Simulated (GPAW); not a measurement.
# Li/Ti(0001): work function by functional and basis, part 2 of 2

Wanted: work functions and dipole of Li/Ti(0001), with the cost of each level.

GPAW 26.7.0; GPAW, PAW setups; slab in vacuum, relaxation (the session's first sound run).

So far, upper work function (eV): step 2 (relaxation, PBE, GPAW) 3.25; step 3 (the slab's potential, PBE, GPAW) 3.25; step 4 (self-consistent run: xc = "RPBE") 3.19; step 5 (self-consistent run: xc = "revPBE") 3.19.

**6. Self-consistent run: xc = "LDA"**

The same geometry under LDA, to see how far the functional moves the levels against the vacuum.

Contents of run.py:

```python
import json
import numpy as np
from ase import Atoms
from gpaw import GPAW, PW

slab = Atoms(
    ['Ti', 'Ti', 'Ti', 'Ti', 'Li'],
    positions=[
        [2.95000, 1.70318, 8.00000],
        [0.00000, 0.00000, 10.34230],
        [2.95000, 1.70318, 12.71755],
        [-0.00000, 0.00000, 14.96383],
        [1.47500, 0.85159, 17.40227]],
    cell=[[2.95, 0.0, 0.0], [1.475, 2.55477, 0.0], [0.0, 0.0, 25.45562]],
    pbc=[True, True, False])

slab.calc = GPAW(mode=PW(400), xc='LDA', kpts={'size': (12, 12, 1), 'gamma': True},
                 occupations={'name': 'fermi-dirac', 'width': 0.1}, nbands='300%',
                 convergence={'density': 1e-05}, maxiter=200,
                 poissonsolver={'dipolelayer': 'xy'},
                 symmetry={'tolerance': 1e-3}, txt='slab.txt')
result = {}
energy = slab.get_potential_energy()
fermi = slab.calc.get_fermi_level()
v = slab.calc.get_electrostatic_potential().mean((0, 1)) - fermi
n = slab.calc.get_pseudo_density().mean((0, 1))
L = slab.cell[2, 2]
z = np.arange(len(v)) * L / len(v)
low, high = slab.positions[:, 2].min(), slab.positions[:, 2].max()
below, above = np.interp([low - 5.8, high + 5.8], z, v)
slopes = [np.interp(x, z, np.gradient(v, z)) for x in (low - 5.8, high + 5.8)]
eps = np.array([[slab.calc.get_eigenvalues(k, s) for k in range(len(slab.calc.get_ibz_k_points()))]
                for s in range(slab.calc.get_number_of_spins())]) - fermi
top, bottom = eps[eps < 0].max(), eps[eps > 0].min()
dipole = slab.get_dipole_moment()[2]
print(f'energy {energy:.4f} eV, Fermi level {fermi:.4f} eV, dipole {dipole:.5f} e A')
print(f'potential 5.8 A off the faces, from the Fermi level: lower {below:.4f} eV, upper {above:.4f} eV')
print(f'slope of the potential there: lower {slopes[0]:.5f}, upper {slopes[1]:.5f} eV/A')
print(f'nearest levels on the mesh: {top:.4f} and {bottom:.4f} eV')
print('magnetic moment', round(slab.get_magnetic_moment(), 3))
result.update(energy=energy, fermi=fermi, dipole=dipole, below=below, above=above, slopes=slopes, edges=[top, bottom],
              z=z.tolist(), v=v.tolist(), n=n.tolist(), positions=slab.positions.tolist(),
              forces=slab.get_forces(apply_constraint=False).tolist(), moments=slab.get_magnetic_moments().tolist())
json.dump(result, open('result.json', 'w'))
```

Launch:

```
OMP_NUM_THREADS=1 OPENBLAS_NUM_THREADS=1 python run.py
```

Output:

```text
energy -29.7740 eV, Fermi level 0.9959 eV, dipole 0.05141 e A
potential 5.8 A off the faces, from the Fermi level: lower 4.5980 eV, upper 3.3625 eV
slope of the potential there: lower -0.00034, upper 0.00064 eV/A
nearest levels on the mesh: -0.0065 and 0.0153 eV
magnetic moment 0.0
```

It took 3.2 min on 1 thread of Arm Neoverse V2, shared host; peak memory 0.26 GiB.

This step gave:

- dipole along the normal: 0.05141 e·Å
- levels nearest the Fermi level on the mesh: -0.006467, 0.01530 eV from the Fermi level
- upper work function: 3.362 eV
- lower work function: 4.598 eV

The electrostatic potential energy of an electron (without an applied field's), less the Fermi level, planar mean oscillates, so the rows of the table below give means over windows of 2.44 Å about each position, cut where the curve ends. Its maxima inside the range that stand out by 2 % of the span (Å: eV): 0.5: 4.60, 9.1: 0.0717, 11.6: 0.0976, 13.8: -0.633, 16.3: 1.60. Its minima: 8.0: -19.3, 10.4: -19.0, 12.7: -19.1, 15.0: -19.2, 17.4: -3.82.

Table of electrostatic potential energy of an electron (without an applied field's), less the Fermi level, planar mean by z; means over each step:

| z (Å) | electrostatic potential energy of an electron (without an applied field's), less the Fermi level, planar mean (eV) |
| --- | --- |
| 1.22 | 4.55 |
| 3.66 | 4.59 |
| 6.10 | 2.66 |
| 8.54 | -7.97 |
| 10.98 | -7.85 |
| 13.42 | -8.62 |
| 15.86 | -5.84 |
| 18.30 | -0.0574 |
| 20.74 | 3.28 |
| 23.18 | 3.36 |

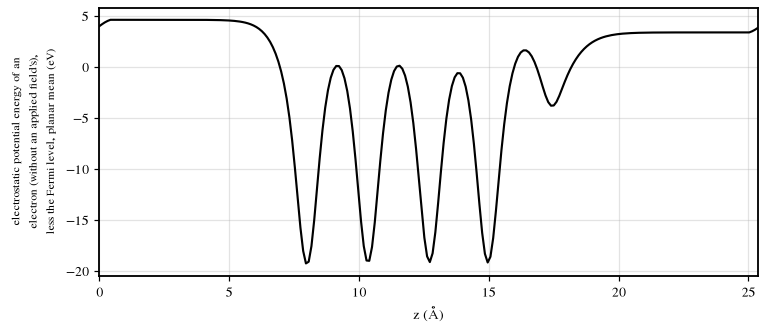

Electrostatic potential energy of an electron (without an applied field's), less the Fermi level, planar mean, plotted against z.

The upper face's work function is 3.362 eV, against 3.253 eV in the first plane-wave PBE run at this geometry.

**7. Self-consistent run: xc = "vdW-DF2"**

The same geometry under vdW-DF2, to see how far the functional moves the levels against the vacuum (the van der Waals functionals take revPBE setups).

Changes to run.py since step 6:

```diff
@@ -16,3 +16,3 @@
 
-slab.calc = GPAW(mode=PW(400), xc='LDA', kpts={'size': (12, 12, 1), 'gamma': True},
+slab.calc = GPAW(mode=PW(400), xc='vdW-DF2', kpts={'size': (12, 12, 1), 'gamma': True},
                  occupations={'name': 'fermi-dirac', 'width': 0.1}, nbands='300%',
```

Output:

```text
energy -191.0531 eV, Fermi level 1.1091 eV, dipole 0.05339 e A
potential 5.8 A off the faces, from the Fermi level: lower 4.6287 eV, upper 3.3451 eV
slope of the potential there: lower -0.00077, upper 0.00171 eV/A
nearest levels on the mesh: -0.0085 and 0.0175 eV
magnetic moment 0.0
```

It took 3.5 min on 1 thread; peak memory 0.38 GiB.

Numbers from this step:

| Quantity | Value |
| --- | --- |
| dipole along the normal | 0.05339 e·Å |
| levels nearest the Fermi level on the mesh | -0.008508, 0.01750 eV from the Fermi level |
| upper work function | 3.345 eV |
| lower work function | 4.629 eV |

The electrostatic potential energy of an electron (without an applied field's), less the Fermi level, planar mean oscillates, so the rows of the table below give means over windows of 2.44 Å about each position, cut where the curve ends. Its maxima inside the range that stand out by 2 % of the span (Å: eV): 0.5: 4.63, 9.1: -0.357, 11.6: -0.304, 13.8: -1.07, 16.4: 1.42. Its minima: 8.0: -19.4, 10.4: -19.2, 12.7: -19.3, 15.0: -19.3, 17.4: -3.76.

Electrostatic potential energy of an electron (without an applied field's), less the Fermi level, planar mean against z; means over each step:

| z (Å) | electrostatic potential energy of an electron (without an applied field's), less the Fermi level, planar mean (eV) |
| --- | --- |
| 1.22 | 4.58 |
| 3.66 | 4.61 |
| 6.10 | 2.58 |
| 8.54 | -8.25 |
| 10.98 | -8.15 |
| 13.42 | -8.92 |
| 15.86 | -6.02 |
| 18.30 | -0.0703 |
| 20.74 | 3.23 |
| 23.18 | 3.34 |

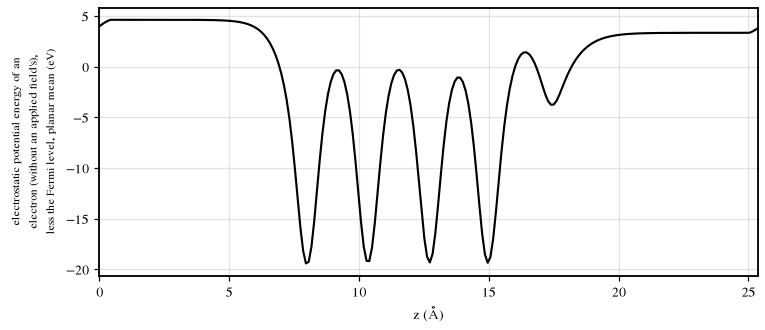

Electrostatic potential energy of an electron (without an applied field's), less the Fermi level, planar mean against z.

The upper face's work function is 3.345 eV, against 3.253 eV in the first plane-wave PBE run at this geometry.

**8. OptPBE vdW: xc = "optPBE-vdW"**

The same geometry under optPBE-vdW, to see how far the functional moves the levels against the vacuum (the van der Waals functionals take revPBE setups).

Changes to run.py since step 7:

```diff
@@ -16,3 +16,3 @@
 
-slab.calc = GPAW(mode=PW(400), xc='vdW-DF2', kpts={'size': (12, 12, 1), 'gamma': True},
+slab.calc = GPAW(mode=PW(400), xc='optPBE-vdW', kpts={'size': (12, 12, 1), 'gamma': True},
                  occupations={'name': 'fermi-dirac', 'width': 0.1}, nbands='300%',
```

Output:

```text
energy -57.9304 eV, Fermi level 1.1235 eV, dipole 0.05045 e A
potential 5.8 A off the faces, from the Fermi level: lower 4.5623 eV, upper 3.3494 eV
slope of the potential there: lower -0.00061, upper 0.00136 eV/A
nearest levels on the mesh: -0.0086 and 0.0210 eV
magnetic moment 0.0
```

The job ended after 4 min (1 thread; peak memory 0.38 GiB).

Numbers from this step:

- dipole along the normal: 0.05045 e·Å
- levels nearest the Fermi level on the mesh: -0.008560, 0.02104 eV from the Fermi level
- upper work function: 3.349 eV
- lower work function: 4.562 eV

The upper face's work function is 3.349 eV, against 3.253 eV in the first plane-wave PBE run at this geometry.

**9. Real-space grid: mode = "fd"**

A real-space grid is a second complete basis, so it checks the plane-wave result.

Changes to run.py since step 8:

```diff
@@ -3,3 +3,3 @@
 from ase import Atoms
-from gpaw import GPAW, PW
+from gpaw import GPAW
 
@@ -16,3 +16,3 @@
 
-slab.calc = GPAW(mode=PW(400), xc='optPBE-vdW', kpts={'size': (12, 12, 1), 'gamma': True},
+slab.calc = GPAW(mode='fd', h=0.18, xc='PBE', kpts={'size': (12, 12, 1), 'gamma': True},
                  occupations={'name': 'fermi-dirac', 'width': 0.1}, nbands='300%',
```

Output:

```text
energy -27.2490 eV, Fermi level -3.8333 eV, dipole 0.04845 e A
potential 5.8 A off the faces, from the Fermi level: lower 4.4146 eV, upper 3.2517 eV
slope of the potential there: lower -0.00025, upper 0.00060 eV/A
nearest levels on the mesh: -0.0006 and 0.0234 eV
magnetic moment 0.0
```

Wall time 20 min (1 thread); peak memory 1.3 GiB.

Numbers from this step:

```yaml
dipole_along_the_normal: 0.04845 e·Å
levels_nearest_the_fermi_level_on_the_mesh: -6.44e-4, 0.02339 eV from the Fermi level
upper_work_function: 3.252 eV
lower_work_function: 4.415 eV
```

The upper face's work function is 3.252 eV, against 3.253 eV in the first plane-wave PBE run at this geometry.

**10. Atomic orbitals: mode = "lcao"**

Atom-centred orbitals end a few angstrom from the surface, which tests how much the density's tail matters.

Changes to run.py since step 9:

```diff
@@ -16,4 +16,4 @@
 
-slab.calc = GPAW(mode='fd', h=0.18, xc='PBE', kpts={'size': (12, 12, 1), 'gamma': True},
-                 occupations={'name': 'fermi-dirac', 'width': 0.1}, nbands='300%',
+slab.calc = GPAW(mode='lcao', basis='dzp', h=0.18, xc='PBE', kpts={'size': (12, 12, 1), 'gamma': True},
+                 occupations={'name': 'fermi-dirac', 'width': 0.1}, nbands='120%',
                  convergence={'density': 1e-05}, maxiter=200,
```

Output:

```text
energy -26.6486 eV, Fermi level -3.7212 eV, dipole 0.05671 e A
potential 5.8 A off the faces, from the Fermi level: lower 4.4019 eV, upper 3.0406 eV
slope of the potential there: lower -0.00000, upper -0.00000 eV/A
nearest levels on the mesh: -0.0099 and 0.0008 eV
magnetic moment 0.0
```

The job ended after 17 min (1 thread; peak memory 0.4 GiB).

This step gave:

```
dipole along the normal                    : 0.05671 e·Å
levels nearest the Fermi level on the mesh : -0.009945, 8.25e-4 eV from the Fermi level
upper work function                        : 3.041 eV
lower work function                        : 4.402 eV
```

The upper face's work function is 3.041 eV, against 3.253 eV in the first plane-wave PBE run at this geometry.

**11. All levels side by side**

Times are for 1 thread of Arm Neoverse V2, shared host. The runs compared:

| no. | run | upper work function (eV) | lower work function (eV) | time | memory (GiB) |
| --- | --- | --- | --- | --- | --- |
| 1 | pw | 3.253 | 4.418 | 3.7 min | 0.26 |
| 2 | RPBE | 3.192 | 4.308 | 4.1 min | 0.26 |
| 3 | revPBE | 3.190 | 4.318 | 4 min | 0.26 |
| 4 | LDA | 3.362 | 4.598 | 3.2 min | 0.26 |
| 5 | vdW DF2 | 3.345 | 4.629 | 3.5 min | 0.38 |
| 6 | optPBE vdW | 3.349 | 4.562 | 4 min | 0.38 |
| 7 | fd | 3.252 | 4.415 | 20 min | 1.3 |
| 8 | lcao | 3.041 | 4.402 | 17 min | 0.4 |

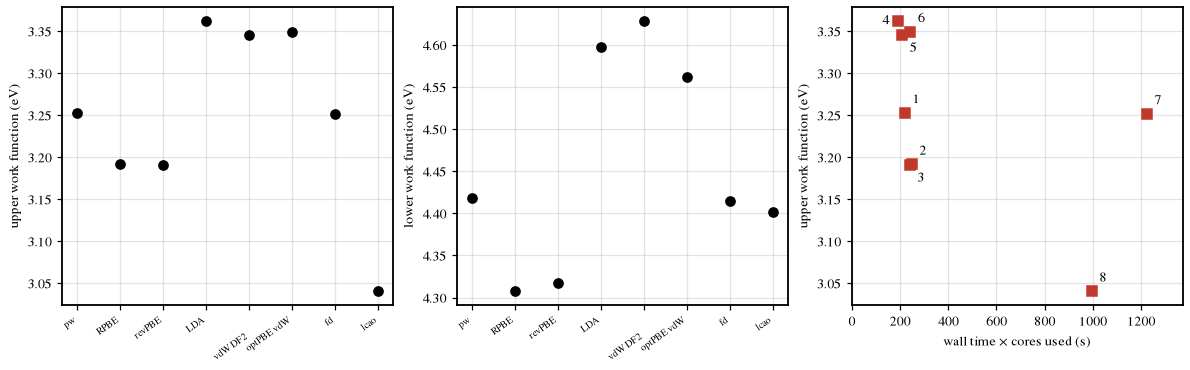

The series as plots; the last panel sets the first result against cost, with the runs numbered as in the table.

**12. Side by side**

Results and costs are gathered.

This step: comparison of work functions, dipole and cost (GPAW 26.7.0).

Ladder, by row:

| step | code | work function, upper (eV) | work function, lower (eV) | dipole (e Å) | wall time (s) | peak memory (GiB) | threads |
| --- | --- | --- | --- | --- | --- | --- | --- |
| pw | GPAW | 3.253 | 4.418 | 0.04845 | 221.3 | 0.26 | 1 |
| RPBE | GPAW | 3.192 | 4.308 | 0.04643 | 248.5 | 0.26 | 1 |
| revPBE | GPAW | 3.191 | 4.318 | 0.04689 | 240.2 | 0.26 | 1 |
| LDA | GPAW | 3.362 | 4.598 | 0.05141 | 192.4 | 0.26 | 1 |
| vdW-DF2 | GPAW | 3.345 | 4.629 | 0.05339 | 209.6 | 0.38 | 1 |
| optPBE-vdW | GPAW | 3.349 | 4.562 | 0.05045 | 241.9 | 0.38 | 1 |
| fd | GPAW | 3.252 | 4.415 | 0.04845 | 1225 | 1.28 | 1 |
| lcao | GPAW | 3.041 | 4.402 | 0.05671 | 996 | 0.4 | 1 |

**13. A changed run**

One more run, with changed settings.

This step: GPAW, PAW setups; slab in vacuum (GPAW 26.7.0).

Changes to run.py since step 10:

```diff
@@ -16,5 +16,5 @@
 
-slab.calc = GPAW(mode='lcao', basis='dzp', h=0.18, xc='PBE', kpts={'size': (12, 12, 1), 'gamma': True},
-                 occupations={'name': 'fermi-dirac', 'width': 0.1}, nbands='120%',
-                 convergence={'density': 1e-05}, maxiter=200,
+slab.calc = GPAW(mode='fd', h=0.4, xc='PBE', kpts={'size': (12, 12, 1), 'gamma': True},
+                 occupations={'name': 'fermi-dirac', 'width': 0.1}, nbands='300%',
+                 convergence={'density': 1e-05}, maxiter=75,
                  poissonsolver={'dipolelayer': 'xy'},
```

Output:

```text
energy -19.8528 eV, Fermi level -3.8948 eV, dipole 0.04759 e A
potential 5.8 A off the faces, from the Fermi level: lower 4.4657 eV, upper 3.3236 eV
slope of the potential there: lower -0.00027, upper 0.00063 eV/A
nearest levels on the mesh: -0.0297 and 0.0234 eV
magnetic moment 0.0
```

It took 2.2 min on 1 thread; peak memory 0.25 GiB.

The run finished. A setting was moved off its sound value on purpose, so it serves as a test and not as the result.

The fault put into the input: a grid far too coarse (mode = "fd" and h = 0.4).

The two runs compared:

| quantity | this run | sound run | difference |
| --- | --- | --- | --- |
| dipole along the normal (e·Å) | 0.047591 | 0.048454 | -8.6e-4 |
| upper work function (eV) | 3.3236 | 3.2531 | 0.0705 |
| lower work function (eV) | 4.4657 | 4.4177 | 0.0480 |

The two runs differ clearly in the upper work function: 3.32 eV against 3.25 eV.

**14. Outcome**

```yaml
work_function_upper_and_lower_face: 3.253 and 4.418 eV
dipole_along_the_normal: 0.0485 e Å
```

With plane waves and PBE the work function is 3.25 eV on the upper face and 4.42 eV on the lower. The two faces differ by 1.2 eV, the step that the slab's dipole makes (e p/(ε0 A) gives 1.2 eV), so the dipole layer is needed. Over the sound runs of the table the upper face's work function spans 3.041 (lcao) to 3.362 eV (LDA). Atomic orbitals miss the plane-wave value by -0.21 eV, since they describe the tail of the density in the vacuum poorly. The cell of 7.54 Å² holds one Li, started on one chosen site; other sites and coverages weren't tried. The runs had no spin polarisation, so a magnetic state, which thin layers of d-metal atoms can have, wasn't tested. The in-plane lattice was kept as typed, which isn't the functional's own and leaves some strain; spin-orbit coupling and temperature are left out.

[Logs are printed without paths, hosts, clocks, repeated set-up lines and the standing remarks that a program may print on its own settings, such as how far it seeks lower states.]

[Hosts, paths, dates, database ids (printed as entryN), source tags and the programs' standing remarks are cut or masked in the printed files.]
